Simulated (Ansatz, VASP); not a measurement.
# ZnS (Sphalerite) in two plane-wave programs, part 2 of 2

One calculation is typed for both programs; each brings its own data sets and cutoff. How far apart do they land?

VASP 6.6.1 and Ansatz 0.2.0.

So far: The starting structure; Ansatz: band structure, PBE0; VASP: band structure, PBE0.

**3. VASP: band structure, PBE0 (continued)**

Level of this step: PBE0; plane waves and PAW (Zn, S) (VASP).

Numbers of over 12 decimals in the logs are rounded to 6 here.

Parts of OUTCAR (step 3):

```text
ion  position               nearest neighbor table
   1  0.000  0.000  0.000-   2 2.34   2 2.34   2 2.34   2 2.34
   2  0.750  0.750  0.750-   1 2.34   1 2.34   1 2.34   1 2.34

  LATTYP: Found a face centered cubic cell.
 ALAT       =     5.4093000000

 Subroutine GETGRP returns: Found 24 space group operations
 (whereof 24 operations were pure point group operations)

The static configuration has the point symmetry T_d .

 Found     10 irreducible k-points:

   k-points           NKPTS =     10   k-points in BZ     NKDIM =    125   number of bands    NBANDS=     15

   dimension x,y,z NGX =    24 NGY =   24 NGZ =   24
   dimension x,y,z NGXF=    48 NGYF=   48 NGZF=   48

   ENCUT  =  350.0 eV  25.72 Ry    5.07 a.u.   5.83  5.83  5.83*2*pi/ulx,y,z

   NELECT =      18.0000    total number of electrons

 k-points in reciprocal lattice and weights: Automatic mesh
   0.00000000  0.00000000  0.00000000       0.008
   0.20000000  0.00000000  0.00000000       0.064
   0.40000000  0.00000000  0.00000000       0.064
   0.20000000  0.20000000  0.00000000       0.048
   0.40000000  0.20000000  0.00000000       0.192
  -0.40000000  0.20000000  0.00000000       0.192
  -0.20000000  0.20000000  0.00000000       0.096
   0.40000000  0.40000000  0.00000000       0.048
  -0.40000000  0.40000000  0.00000000       0.096
  -0.40000000  0.40000000  0.20000000       0.192

  exchange ACFDT corr.  =         0.00000000  see jH, gK, PRB 81, 115126

 average (electrostatic) potential at core
       1 -28.3172       2 -84.5413

 E-fermi :   1.1540

 k-point     1 :       0.0000    0.0000    0.0000
  band No.  band energies     occupation
    ...
      5      -6.4449      2.00000
      6      -6.4449      2.00000
      7       0.9845      2.00000
      8       0.9845      2.00000
      9       0.9845      2.00000
     10       4.9804      0.00000
     11       9.4001      0.00000
     12       9.4001      0.00000
     13       9.4001      0.00000
     14      14.9451      0.00000
    ...

 k-point     2 :       0.2000    0.0000    0.0000
  band No.  band energies     occupation
    ...
      5      -6.4460      2.00000
      6      -6.4460      2.00000
      7      -1.3157      2.00000
      8       0.6336      2.00000
      9       0.6336      2.00000
     10       6.2994      0.00000
     11       9.5271      0.00000
     12       9.9455      0.00000
     13       9.9455      0.00000
     14      13.9859      0.00000
    ...

 k-point     3 :       0.4000    0.0000    0.0000
  band No.  band energies     occupation
    ...
      5      -6.4269      2.00000
      6      -6.4269      2.00000
      7      -4.0891      2.00000
      8       0.1393      2.00000
      9       0.1393      2.00000
     10       6.2890      0.00000
     11       9.9749      0.00000
     12       9.9749      0.00000
     13      11.5427      0.00000
     14      14.9696      0.00000
    ...

  energy-cutoff  :      350.00
  volume of cell :       39.57
      direct lattice vectors                 reciprocal lattice vectors
     0.000000000  2.704650000  2.704650000    -0.184866803  0.184866803  0.184866803
     2.704650000  0.000000000  2.704650000     0.184866803 -0.184866803  0.184866803
     2.704650000  2.704650000  0.000000000     0.184866803  0.184866803 -0.184866803

 POSITION                                       TOTAL-FORCE (eV/Angst)
 -----------------------------------------------------------------------------------
      0.00000      0.00000      0.00000        -0.000000     -0.000000     -0.000000
      4.05697      4.05697      4.05697         0.000000      0.000000      0.000000
 -----------------------------------------------------------------------------------
    total drift:                               -0.000123     -0.000109     -0.000068

  FREE ENERGIE OF THE ION-ELECTRON SYSTEM (eV)
  ---------------------------------------------------
  free  energy   TOTEN  =        -8.9155325939 eV

  energy  without entropy=       -8.9155325939  energy(sigma->0) =       -8.91553259

 total charge
# of ion       s       p       d       tot
------------------------------------------
    1        0.485   0.470   9.833  10.787
    2        1.304   2.470   0.000   3.774
--------------------------------------------------
tot          1.789   2.939   9.833  14.561

[... 3 further parts left out ...]
```

**4. Differences**

Known differences besides the PAW data sets themselves: exact exchange at q = 0 is treated differently, which shows on coarse meshes; VASP keeps PBE cores, Ansatz makes them for the functional; the cutoff is 420 eV in Ansatz and 350 eV in VASP; VASP takes a coarser grid for exact exchange (PRECFOCK = Fast). Total energies have different zeros and are not compared.

Both answers:

```
                     quantity  Ansatz   VASP  difference
gap over the path points (eV)   4.001  3.996      +0.005
```

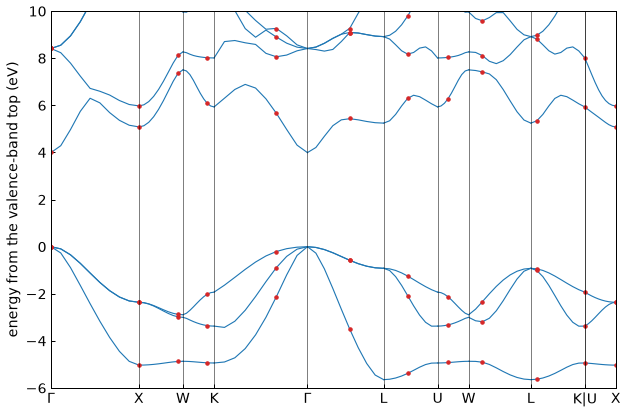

Bands from VASP (lines) and levels from Ansatz (dots). Dots without a line are higher empty bands that the VASP plot leaves out.

Levels at points of the path, from each program's valence-band top (eV; 4 filled, then empty):

```
k (reciprocal lattice)                                   Ansatz                                     VASP
     0.000 0.000 0.000      -7.51 0.00 0.00 0.00 4.00 8.42 8.42      -7.43 0.00 0.00 0.00 4.00 8.42 8.42
     0.500 0.000 0.500  -7.24 -5.03 -2.35 -2.35 5.09 5.99 13.26  -7.16 -5.03 -2.36 -2.36 5.09 5.98 13.27
     0.500 0.222 0.722  -7.08 -4.87 -2.98 -2.87 7.36 8.14 10.14  -6.99 -4.87 -2.98 -2.87 7.37 8.13 10.14
     0.403 0.347 0.750  -7.11 -4.92 -3.35 -2.01 6.09 8.03 11.22  -7.03 -4.93 -3.35 -2.02 6.09 8.03 11.25
     0.125 0.125 0.250   -7.50 -2.13 -0.90 -0.21 5.68 8.06 8.91   -7.42 -2.13 -0.89 -0.20 5.67 8.06 8.90
     0.278 0.278 0.278   -7.51 -3.51 -0.58 -0.58 5.44 9.09 9.09   -7.43 -3.50 -0.58 -0.58 5.43 9.10 9.10
     0.556 0.389 0.556   -7.22 -5.37 -2.08 -1.25 6.30 8.17 9.78   -7.14 -5.38 -2.07 -1.25 6.30 8.18 9.79
     0.583 0.250 0.667  -7.11 -4.91 -3.32 -2.12 6.28 8.04 10.98  -7.03 -4.92 -3.32 -2.12 6.28 8.04 11.00
     0.500 0.306 0.694   -7.11 -4.89 -3.18 -2.33 7.42 8.12 9.58   -7.03 -4.90 -3.19 -2.33 7.42 8.11 9.59
     0.486 0.486 0.528   -7.27 -5.62 -1.01 -0.94 5.36 8.81 8.97   -7.19 -5.63 -1.01 -0.94 5.35 8.82 8.98
```

Among the levels compared (up to four filled and three empty ones at each point), filled levels agree within 81 meV and empty ones within 31 meV.

**5. Outcome**

- difference in gap over the path points (band structure, PBE0): 0.0052 eV

The difference in gap over the path points is 0.0052 eV (band structure, PBE0), within the 0.08 eV picked in this series as the mark of a large difference. How closely two codes agree says nothing of how well the functional describes the real material.

[Lines on the potential files, build, host, timing and source positions are cut from VASP's logs without a mark.]

[Logs are printed without paths, hosts, clocks, repeated set-up lines and the standing remarks that a program may print on its own settings, such as how far it seeks lower states.]

[Hosts, paths, dates, database ids (printed as entryN), source tags and the programs' standing remarks are cut or masked in the printed files.]
